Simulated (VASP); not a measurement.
Band structure of MgS (rock salt). Level of theory: TPSS meta-GGA, VASP's PBE PAW potentials (set 64) (plane waves; VASP).

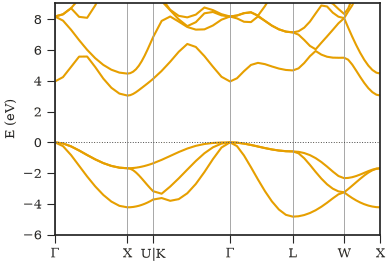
Fig. 1. Bands along high-symmetry lines, zero at the valence-band maximum or, without a gap, the Fermi level

Question: Read the plot: is there a gap, and where are the band edges?

Answer: The gap is indirect, 3.04 eV, from the valence maximum at Γ to the conduction minimum at X.

The compound is MgS in the rock salt structure. It was relaxed first.
